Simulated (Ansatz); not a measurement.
KF (rock salt), scan of one atom of the cell

Relaxed KF (rock salt):

```
KF
1.0
    0.00000     2.71039     2.71039
    2.71039     0.00000     2.71039
    2.71039     2.71039     0.00000
F K
1 1
Direct
  0.00000   0.00000   0.00000
  0.50000   0.50000   0.50000
```

In this cell atom 1 (F, nearest neighbour K at 2.710 Å; its periodic images, 3.8 Å or more away, move with it) is moved by s along Cartesian z, unit vector (0.000, 0.000, 1.000); all other atoms and the cell stay fixed.

The numbers are results of PBE (plane waves to 420 eV, PAW, scalar-relativistic; Ansatz, an electronic-structure program), not measurements. k mesh 9×9×9 (Γ-centred), Fermi-Dirac smearing 0.05 eV. The energy includes the smearing's −TS. KF was relaxed with its symmetry unable to fall. ΔE is measured from the undisplaced structure.

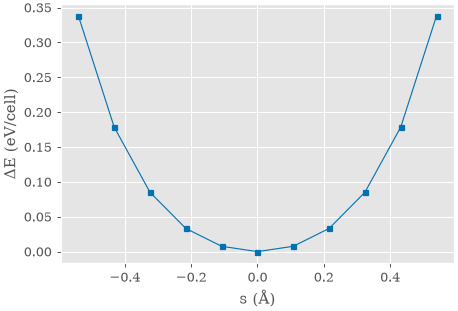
Figure. ΔE (eV/cell) against s (Å); computed points joined by lines.

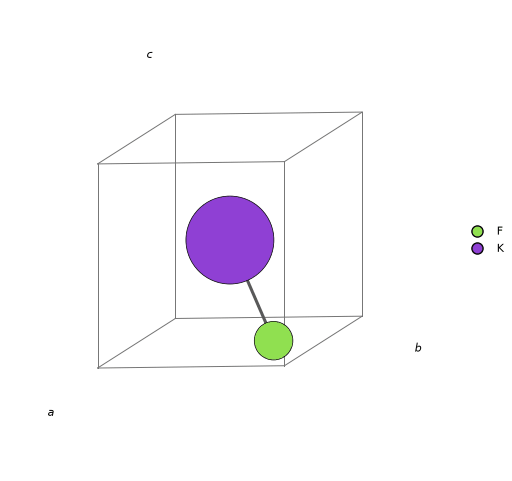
*The cell of the calculation at s = -0.540 Å.*

The force constant k = d²E/ds² at s = 0 (finite differences) comes out as 1.27 eV/Å² and the energy at s = 0.540 Å comes out as 338 meV/cell. Symmetry of the curve: even: the same for both signs. Harmonic estimate at the end of the scan: ½ks² = 185 meV/cell against the computed 338 meV/cell, so the well is stiffer than harmonic there. Shape of the curve: a single well with its minimum at or next to zero displacement.

The forces along the line at the two nearest points give (0.146 − (-0.146)) / (2·0.108) = 1.35 eV/Å²; the next pair corrects for the finite step.

(For displaced atoms, the force is minus the slope of the energy, and its curvature is a force constant, which sets phonon frequencies.)
